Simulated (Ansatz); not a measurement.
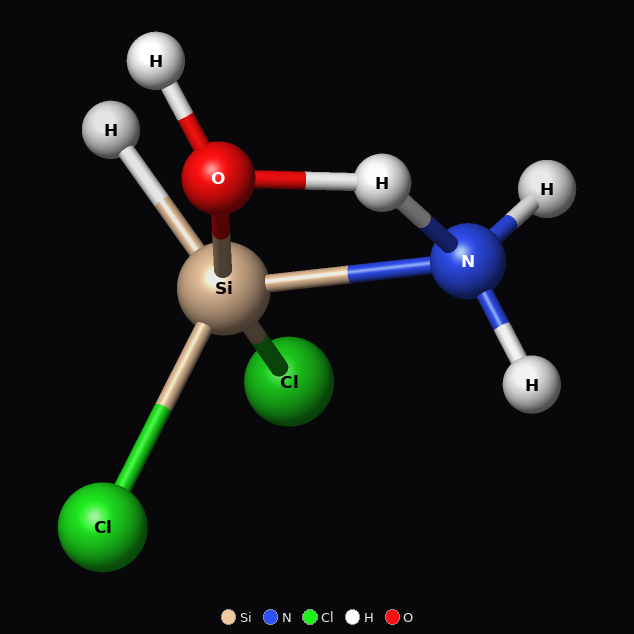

The computed structure is the end point of a PBE0-D4/def2-TZVP saddle-point search. Level of theory: RHF-CCSD(T), frozen core/def2-TZVPP (Ansatz 0.2.0).

Predict the main results.

The species is Cl2H5NOSi.
- T1 diagnostic: 0.010
